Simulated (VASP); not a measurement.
Band structure of AuZn (CsCl type). Level of theory: r2SCAN meta-GGA with spin-orbit coupling, VASP's PBE PAW potentials (set 64) (plane waves; VASP).

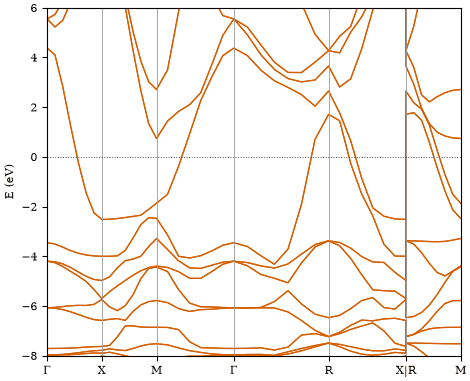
Figure. Bands along high-symmetry lines, zero at the valence-band maximum or, without a gap, the Fermi level

**Question.** Read the plot: is there a gap, and where are the band edges?

**Answer.** It has no gap at this level: it comes out as a metal or semimetal.

The compound is AuZn in the CsCl type structure. It was relaxed first.
